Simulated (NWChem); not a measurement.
# One shape, several levels: C3H3O− (SMILES [O-]C1=CC1)

We compute a comparison of 3 runs (HF/STO-3G, HF/3-21G, B3LYP/6-31G*) of C3H3O−. Input form: an ASE script.

The calculation is run with NWChem 7.3.0.

**1. Starting point**

C3H3O−: 7 atoms, total charge -1, spin state singlet. As SMILES, `[O-]C1=CC1`. Geometry: relaxed at GFN2-xTB.

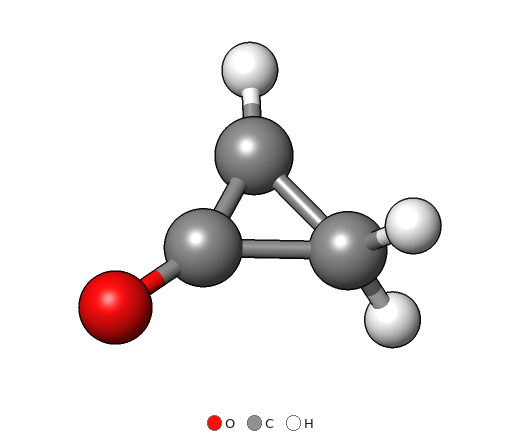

Viewed from a chosen angle; oxygen red, carbon grey, hydrogen white.

**2. Energy and forces at HF/STO-3G (run 1)**

Contents of run.py:

```python
from ase import Atoms
from ase.calculators.nwchem import NWChem

system = Atoms(['O', 'C', 'C', 'C', 'H', 'H', 'H'], positions=[
    [-1.515410, -1.273610, 0.770980],
    [-0.525880, -0.668260, 0.316010],
    [0.714010, -0.546810, -0.115510],
    [-0.071000, 0.727780, -0.131220],
    [1.684150, -0.924560, -0.360030],
    [0.134310, 1.524010, 0.602880],
    [-0.420190, 1.161440, -1.083110],
])

calc = NWChem(
    label='mymol',
    theory='scf',
    memory='2200 mb',
    basis='STO-3G',
    basispar='spherical bse',
    charge=-1,
    scf={'nopen': '0', 'rhf': None, 'thresh': '1e-08', 'maxiter': '80', 'print': 'low'},
)
system.calc = calc

forces = system.get_forces()
e = system.get_potential_energy()
print(f"E = {e:.6f} eV")
print("forces (eV/A):")
for s, f in zip(system.symbols, forces):
    print(f"{s:2s} {f[0]:10.5f} {f[1]:10.5f} {f[2]:10.5f}")
```

Started as:

```sh
export ASE_NWCHEM_COMMAND="nwchem PREFIX.nwi > PREFIX.nwo"
python run.py
```

Output:

```text
E = -5102.301203 eV
forces (eV/A):
O    -0.57192   -0.22024    0.23078
C     0.47617   -0.14064   -0.11416
C    -0.17941    0.73909   -0.10243
C     0.69481   -0.16450   -0.21926
H    -0.25248    0.02391    0.07945
H    -0.21314   -0.20070   -0.32823
H     0.04592   -0.03687    0.45390
```

The calculator wrote mymol.nwi:

```
title "mymol"

permanent_dir mymol

scratch_dir mymol

start mymol

geometry units angstrom nocenter noautosym noautoz
  O  -1.5154099999999999e+00 -1.2736099999999999e+00 7.7098000000000000e-01
  C  -5.2588000000000001e-01 -6.6825999999999997e-01 3.1601000000000001e-01
  C  7.1401000000000003e-01 -5.4681000000000002e-01 -1.1551000000000000e-01
  C  -7.0999999999999994e-02 7.2777999999999998e-01 -1.3122000000000000e-01
  H  1.6841500000000000e+00 -9.2456000000000005e-01 -3.6003000000000002e-01
  H  1.3431000000000001e-01 1.5240100000000001e+00 6.0287999999999997e-01
  H  -4.2019000000000001e-01 1.1614400000000000e+00 -1.0831100000000000e+00
end

charge -1

memory 2200 mb

basis spherical bse noprint
   * library STO-3G
end

scf
  nopen 0
  rhf
  thresh 1e-08
  maxiter 80
  print low
end

task scf gradient
```

mymol.nwo:

```text
Northwest Computational Chemistry Package (NWChem) 7.3.0
             --------------------------------------------------------

           Job information
           ---------------

    nwchem branch   = 7.3.0
    use scalapack   = T
    input           = mymol.nwi
    prefix          = mymol.
    data base       = mymol/mymol.db
    status          = startup
    nproc           =        1

           Memory information
           ------------------

    heap     =     72089594 doubles =      550.0 Mbytes
    stack    =     72089599 doubles =      550.0 Mbytes
    global   =    144179200 doubles =     1100.0 Mbytes (distinct from heap & stack)
    total    =    288358393 doubles =     2200.0 Mbytes
    verify   = yes
    hardfail = no

[... 39 lines left out ...]
            Nuclear Dipole moment (a.u.)
[... 75 lines left out ...]
       Final RHF  results
[... 2 lines left out ...]
         Total SCF energy =   -187.506112283371
      One-electron energy =   -466.470114977333
      Two-electron energy =    177.751616073498
 Nuclear repulsion energy =    101.212386620464
[... 1 line left out ...]
        Time for solution =      0.9s

                              NWChem Gradients Module
                              -----------------------

                         RHF ENERGY GRADIENTS

    atom               coordinates                        gradient
                 x          y          z           x          y          z
   1 O      -2.863710  -2.406774   1.456941    0.011122   0.004283  -0.004488
   2 C      -0.993769  -1.262828   0.597172   -0.009260   0.002735   0.002220
   3 C       1.349283  -1.033321  -0.218282    0.003489  -0.014373   0.001992
   4 C      -0.134171   1.375305  -0.247970   -0.013512   0.003199   0.004264
   5 H       3.182582  -1.747165  -0.680358    0.004910  -0.000465  -0.001545
   6 H       0.253809   2.879961   1.139278    0.004145   0.003903   0.006383
   7 H      -0.794044   2.194803  -2.046781   -0.000893   0.000717  -0.008827

 Task  times  cpu:        1.0s     wall:        1.0s
 Total times  cpu:        1.1s     wall:        1.1s
```

Run time: 2 s. Hardware: 1 thread of Intel Xeon Platinum 8559C (Emerald Rapids), shared host; peak memory 0.096 GiB.

**3. Energy and forces at HF/3-21G (run 2)**

Contents of c3h3o.xyz:

```xyz
7
C3H3O
O     -1.515410    -1.273610     0.770980
C     -0.525880    -0.668260     0.316010
C      0.714010    -0.546810    -0.115510
C     -0.071000     0.727780    -0.131220
H      1.684150    -0.924560    -0.360030
H      0.134310     1.524010     0.602880
H     -0.420190     1.161440    -1.083110
```

Contents of run.py:

```python
from ase.io import read
from ase.calculators.nwchem import NWChem

system = read('c3h3o.xyz')

calc = NWChem(
    label='c3h3o',
    theory='scf',
    memory='2200 mb',
    basis='3-21G',
    basispar='spherical bse',
    charge=-1,
    scf={'nopen': '0', 'rhf': None, 'thresh': '1e-08', 'maxiter': '80'},
)
system.calc = calc

forces = system.get_forces()
print("Total energy (eV):", round(system.get_potential_energy(), 6))
print("forces (eV/A):")
for s, f in zip(system.symbols, forces):
    print(f"{s:2s} {f[0]:10.5f} {f[1]:10.5f} {f[2]:10.5f}")
print("dipole (e A):", system.get_dipole_moment().round(4))
```

Started as:

```sh
export ASE_NWCHEM_COMMAND="nwchem PREFIX.nwi > PREFIX.nwo"
python run.py
```

Output:

```text
Total energy (eV): -5143.360736
forces (eV/A):
O    -0.02571   -0.18846    0.04006
C    -0.29053   -0.25778    0.17448
C     0.80810   -0.73138   -0.12701
C     0.02982    1.66721   -0.38525
H    -0.35255    0.02962    0.11771
H    -0.18023   -0.32046   -0.19720
H     0.01111   -0.19875    0.37728
dipole (e A): [ 0.6667  0.6167 -0.3546]
```

The calculator wrote c3h3o.nwi:

```
title "c3h3o"

permanent_dir c3h3o

scratch_dir c3h3o

start c3h3o

geometry units angstrom nocenter noautosym noautoz
  O  -1.5154099999999999e+00 -1.2736099999999999e+00 7.7098000000000000e-01
  C  -5.2588000000000001e-01 -6.6825999999999997e-01 3.1601000000000001e-01
  C  7.1401000000000003e-01 -5.4681000000000002e-01 -1.1551000000000000e-01
  C  -7.0999999999999994e-02 7.2777999999999998e-01 -1.3122000000000000e-01
  H  1.6841500000000000e+00 -9.2456000000000005e-01 -3.6003000000000002e-01
  H  1.3431000000000001e-01 1.5240100000000001e+00 6.0287999999999997e-01
  H  -4.2019000000000001e-01 1.1614400000000000e+00 -1.0831100000000000e+00
end

charge -1

memory 2200 mb

basis spherical bse noprint
   * library 3-21G
end

scf
  nopen 0
  rhf
  thresh 1e-08
  maxiter 80
end

task scf gradient
```

c3h3o.nwo:

```text
Northwest Computational Chemistry Package (NWChem) 7.3.0
             --------------------------------------------------------

           Job information
           ---------------

    nwchem branch   = 7.3.0
    use scalapack   = T
    input           = c3h3o.nwi
    prefix          = c3h3o.
    data base       = c3h3o/c3h3o.db
    status          = startup
    nproc           =        1

           Memory information
           ------------------

    heap     =     72089594 doubles =      550.0 Mbytes
    stack    =     72089599 doubles =      550.0 Mbytes
    global   =    144179200 doubles =     1100.0 Mbytes (distinct from heap & stack)
    total    =    288358393 doubles =     2200.0 Mbytes
    verify   = yes
    hardfail = no

[... 142 lines left out ...]
 Convergence threshold     :          1.000E-08
[... 13 lines left out ...]
       Final RHF  results
[... 3 lines left out ...]
      One-electron energy =   -464.734513969851
[... 1 line left out ...]
 Nuclear repulsion energy =    101.212386620464
[... 33 lines left out ...]
                       ROHF Final Molecular Orbital Analysis
[... 220 lines left out ...]
                 ----------------------------------------
                 |  Time  |  1-e(secs)   |  2-e(secs)   |
                 ----------------------------------------
                 |  CPU   |       0.00   |       0.11   |
                 ----------------------------------------
                 |  WALL  |       0.00   |       0.11   |
                 ----------------------------------------

 Task  times  cpu:        1.1s     wall:        1.1s
 Total times  cpu:        1.1s     wall:        1.1s
```

It took 2 s on 1 thread of Intel Xeon Platinum 8559C (Emerald Rapids), shared host; peak memory 0.097 GiB.

**4. Energy and forces at B3LYP/6-31G(d) (Cartesian functions) (run 3)**

Contents of run.py:

```python
from ase import Atoms
from ase.calculators.nwchem import NWChem

molecule = Atoms(['O', 'C', 'C', 'C', 'H', 'H', 'H'], positions=[
    [-1.515410, -1.273610, 0.770980],
    [-0.525880, -0.668260, 0.316010],
    [0.714010, -0.546810, -0.115510],
    [-0.071000, 0.727780, -0.131220],
    [1.684150, -0.924560, -0.360030],
    [0.134310, 1.524010, 0.602880],
    [-0.420190, 1.161440, -1.083110],
])

calc = NWChem(
    label='c3h3o',
    theory='dft',
    memory='2200 mb',
    basis='6-31G*',
    charge=-1,
    dft={'xc': 'b3lyp', 'mult': '1', 'grid': 'xfine', 'convergence': 'energy 1e-08', 'iterations': '100', 'mulliken': None},
)
molecule.calc = calc

forces = molecule.get_forces()
print(f"energy = {molecule.get_potential_energy():.6f} eV")
print("forces (eV/A):")
for s, f in zip(molecule.symbols, forces):
    print(f"{s:2s} {f[0]:10.5f} {f[1]:10.5f} {f[2]:10.5f}")
print("dipole (e A):", molecule.get_dipole_moment().round(4))
```

Started as:

```sh
export ASE_NWCHEM_COMMAND="nwchem PREFIX.nwi > PREFIX.nwo"
python run.py
```

Output:

```text
energy = -5204.442385 eV
forces (eV/A):
O    -0.46871   -0.31023    0.21263
C    -0.60904   -0.31177    0.28390
C     0.50862    0.13035   -0.19618
C     0.25017    0.37857   -0.18291
H     0.52867   -0.29958   -0.11148
H    -0.04669    0.24585    0.17422
H    -0.16306    0.16681   -0.18018
dipole (e A): [ 0.6454  0.584  -0.3395]
```

The calculator wrote c3h3o.nwi:

```
title "c3h3o"

permanent_dir c3h3o

scratch_dir c3h3o

start c3h3o

geometry units angstrom nocenter noautosym noautoz
  O  -1.5154099999999999e+00 -1.2736099999999999e+00 7.7098000000000000e-01
  C  -5.2588000000000001e-01 -6.6825999999999997e-01 3.1601000000000001e-01
  C  7.1401000000000003e-01 -5.4681000000000002e-01 -1.1551000000000000e-01
  C  -7.0999999999999994e-02 7.2777999999999998e-01 -1.3122000000000000e-01
  H  1.6841500000000000e+00 -9.2456000000000005e-01 -3.6003000000000002e-01
  H  1.3431000000000001e-01 1.5240100000000001e+00 6.0287999999999997e-01
  H  -4.2019000000000001e-01 1.1614400000000000e+00 -1.0831100000000000e+00
end

charge -1

memory 2200 mb

basis noprint
   * library 6-31G*
end

dft
  xc b3lyp
  mult 1
  grid xfine
  convergence energy 1e-08
  iterations 100
  mulliken
end

task dft gradient
```

c3h3o.nwo:

```text
Northwest Computational Chemistry Package (NWChem) 7.3.0
             --------------------------------------------------------

           Job information
           ---------------

    nwchem branch   = 7.3.0
    use scalapack   = T
    input           = c3h3o.nwi
    prefix          = c3h3o.
    data base       = c3h3o/c3h3o.db
    status          = startup
    nproc           =        1

           Memory information
           ------------------

    heap     =     72089594 doubles =      550.0 Mbytes
    stack    =     72089599 doubles =      550.0 Mbytes
    global   =    144179200 doubles =     1100.0 Mbytes (distinct from heap & stack)
    total    =    288358393 doubles =     2200.0 Mbytes
    verify   = yes
    hardfail = no

[... 111 lines left out ...]
  convergence criterion.
[... 40 lines left out ...]
          Spatial weights used:  Erf1
[... 78 lines left out ...]
         Total DFT energy =     -191.259731505992
[... 3 lines left out ...]
 Nuclear repulsion energy =      101.212386620464
[... 534 lines left out ...]
          Convergence on gradient requested:  5.00D-04
[... 27 lines left out ...]
          total energy or number of iterations.
[... 38 lines left out ...]
                 ----------------------------------------
                 |  Time  |  1-e(secs)   |  2-e(secs)   |
                 ----------------------------------------
                 |  CPU   |       0.00   |       0.72   |
                 ----------------------------------------
                 |  WALL  |       0.00   |       0.72   |
                 ----------------------------------------

 Task  times  cpu:       19.5s     wall:       19.5s
 Total times  cpu:       19.5s     wall:       19.5s
```

Wall time 21 s (1 thread of Intel Xeon Platinum 8559C (Emerald Rapids), shared host); peak memory 0.13 GiB.

**5. All runs side by side**

```csv
run,level,Cartesian functions,iteration cap,energy (Eh),largest force (eV/Å),wall time
1,HF/STO-3G,no,80,-187.506112,0.767,2 s
2,HF/3-21G,no,80,-189.015022,1.711,2 s
3,B3LYP/6-31G* (Cartesian functions),yes,100,-191.259732,0.741,21 s
```

**6. Summary of results**

| quantity | value |
| --- | --- |
| run 3: total energy | -191.25973 Eh |
| run 3: HOMO energy | 1.15 eV |
| run 3: LUMO energy | 8.51 eV |
| run 3: HOMO–LUMO gap (to an unbound level, set by the basis) | 7.36 eV |
| run 3: largest force on an atom | 0.741 eV/Å |

**Reading.** In run 3 the HOMO lies above zero, so the outermost electron may be held by the basis alone. In run 1 the basis is minimal, so the values are rough. All runs together took 25 s, the longest 21 s.
